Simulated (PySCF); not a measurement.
# C$_{3}$H$_{12}$OSi$_{2}$ (SMILES C[SiH2]CCO[SiH3]): what the fields show

```xyz
18

C    -3.1484   -0.2216   -0.0877
Si   -1.2702   -0.2805   -0.3823
C    -0.4127    0.4006    1.1819
C     1.0193    0.7502    0.8243
O     1.5153   -0.2378   -0.0361
Si    3.0334   -0.4735   -0.5459
H    -3.4376   -0.8051    0.7813
H    -3.6803   -0.6244   -0.9429
H    -3.5025    0.7933    0.0673
H    -0.9448    0.5729   -1.5326
H    -0.8669   -1.6668   -0.6311
H    -0.4139   -0.3610    1.9617
H    -0.9115    1.2792    1.5884
H     1.0524    1.7168    0.3056
H     1.6605    0.8267    1.7120
H     2.8256   -1.6620   -1.3548
H     3.5336    0.6787   -1.3048
H     3.9402   -0.6795    0.5898
```

Geometry: GFN2-xTB.

Level of theory: PBE0/pcSseg-1, SCF density, gas phase, non-relativistic in PySCF 2.14.0.

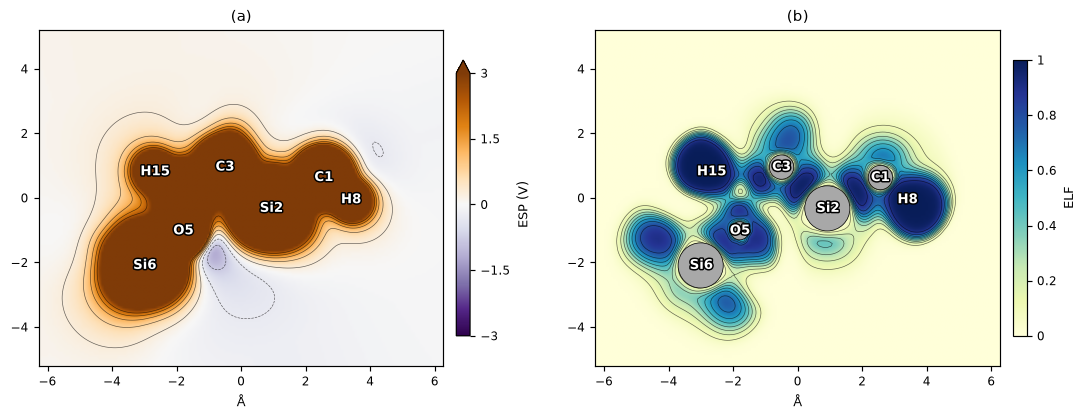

Figure 1. (a) molecular electrostatic potential; (b) ELF on the plane of atoms C1, Si2 and C3. Grey discs cover the atomic cores in the ELF map.

> What do the fields say about this system?

- Atoms in the plane: C, Si, O and H.
- Si–O (1.62 Å): the ELF peaks at about 0.85 between the atoms (a short, strongly polar bond).
- C–Si (1.90 Å): the ELF peaks at about 0.95 between the atoms; localised, covalent bonding.
- C–H (1.08 Å): the ELF climbs to about 1 towards the hydrogen, as it does in any bond to H; an ordinary covalent bond to hydrogen.
- The ELF also peaks beside O5, away from the bonds: lone-pair regions.
- Outside the dense part of the molecule the potential is most negative (−1.2 V) near O5.

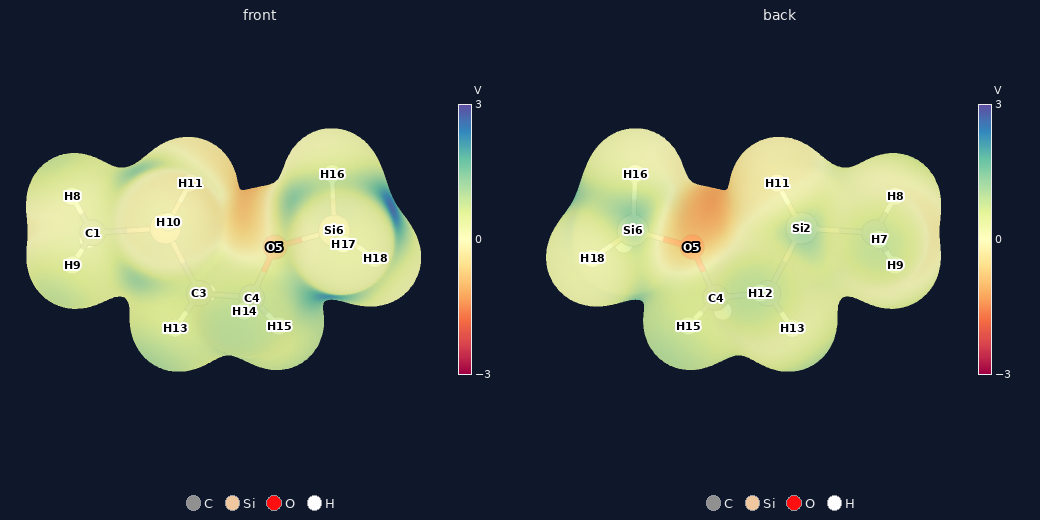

Figure 2. The molecular electrostatic potential painted on the density surface at 0.004 e/bohr³, seen from the front and from behind; the colour scale runs from red (negative) to blue (positive).

> Describe the electrostatic potential map.

The most negative region (about −1.2 V) lies over O5, the most positive (about +2.3 V) over Si6. O5 is the likeliest acceptor of a hydrogen bond.
